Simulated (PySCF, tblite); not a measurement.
# C₃H₁₀NOSi radical: geometry, infrared bands and EPR parameters

What infrared bands and EPR parameters should C₃H₁₀NOSi radical (`[CH2]CCO[SiH2]N`) show?

Computed with tblite 0.8.0 and PySCF 2.14.0, with density-fitted response routines of our own, on a single molecule in the gas phase. Atoms are numbered from 0 throughout.

### 1 Starting geometry

16 atoms, charge 0, multiplicity 2; geometry from: force field or distance geometry start.

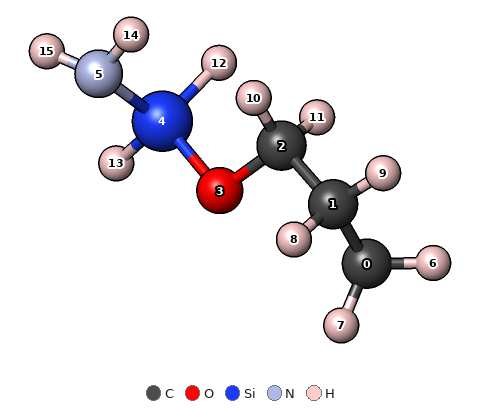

The starting geometry (carbon dark grey, oxygen red, silicon blue, nitrogen light blue, hydrogen pink), atoms numbered.

### 2 Relaxing the molecule with GFN2-xTB

Job settings and geometry (Å):

```
{"job": {"kind": "relax", "xc": "GFN2-xTB", "basis": "xTB"}, "charge": 0, "multiplicity": 2}
C      2.450600    -0.410700     1.001000
C      1.814700     0.535100    -0.030400
C      0.421000    -0.011600    -0.264000
O     -0.256100     0.031000     0.965700
Si    -1.838000    -0.591600     0.648400
N     -2.738800     0.780300    -0.111800
H      3.347700    -0.917300     0.620300
H      2.610800     0.090900     1.982700
H      1.747400     1.556100     0.435500
H      2.411400     0.539900    -0.959600
H     -0.157900     0.568200    -1.009900
H      0.456500    -1.098700    -0.561300
H     -1.666800    -1.681400    -0.304400
H     -2.435900    -1.025200     1.897400
H     -2.424800     0.953000    -1.084200
H     -3.749300     0.690800     0.030800
```

On the command line:

```console
OMP_NUM_THREADS=1 python probes_run.py task.json out
```

One launch serves the whole session: the jobs run in the order shown.

**Question.** This job is followed by: GFN2-xTB harmonic vibrations, gas phase; UKS B3LYP, pcH-1 on C H N O Si, non-relativistic, mean-field spin-orbit, GIAO. Predict these results of the whole session: strongest single infrared mode (GFN2-xTB); zero-point energy (GFN2-xTB); g(iso) (B3LYP); ⟨S²⟩; largest a(iso) (averaged by class); potential on the surface of density 0.002 e/bohr³, 1st and 99th percentile.

As calculated:

```
                                                                  quantity                  value
                                 strongest single infrared mode (GFN2-xTB)  2158 cm⁻¹, 347 km/mol
                                              zero-point energy (GFN2-xTB)          77.9 kcal/mol
                                                            g(iso) (B3LYP)                2.00272
                                                                      ⟨S²⟩     0.754 (exact 0.75)
                                        largest a(iso) (averaged by class)    13C on C0, 87.6 MHz
potential on the surface of density 0.002 e/bohr³, 1st and 99th percentile     -1.47 V and 1.58 V
```

The optimisation took 262 steps and gained 1.174 eV; among the close pairs (by a distance rule), O3–Si4 changed most, from 1.729 to 1.621 Å. All 42 modes are real, so the xTB geometry is a minimum. The strongest single mode, at 2158 cm⁻¹, moves mainly H12. GFN2-xTB is a fitted tight-binding method: band positions and strengths are rough. Its intensities can rank the bands wrongly. C0 carries the largest spin population, 1.05 e. The isotropic g lies 0.4 ppt above the free-electron value. These values are for one conformer; the search (at its own cheap level) found 2 more, at 0.67, 2.67 kcal/mol, and measured spectra average over such forms.
